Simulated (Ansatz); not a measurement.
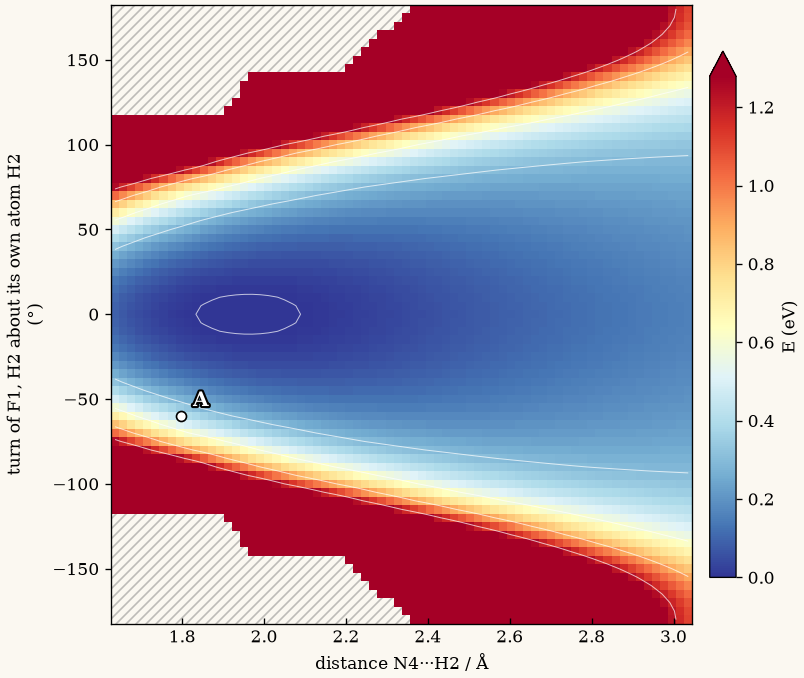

The pair FH···CHN. 
- The turn is about an axis along (−0.75, 0.66, −0.05) in the frame of the relaxed pair, normal to the line between the partners.
- Coordinates scanned: (1) distance N4···H2; (2) turn of F1, H2 about its own atom H2.
- The grid has 15 × 15 points; 156 points were computed and 34 follow by symmetry. At 35 points there is no value (left out of the scan, as a rule where atoms come close).
- Points are written as (first, second).
- All energies are given in eV relative to the lowest grid point.
- Theory: RHF/def2-SVPD in Ansatz 0.2.0.

The picture shows a smooth colour map with a few white contour lines, one colour for all values above the top of the scale, hatched blanks where no value was computed, the point A. Between grid points the surface is interpolated.

Question: Is A at rest? If not, where is it pushed?

Answer: A, at (1.798 Å, −60°), is not a stationary point. The computed force is 1.3 eV for each Å towards larger values of distance N4···H2 and 0.018 eV for each degree towards larger values of the second coordinate.
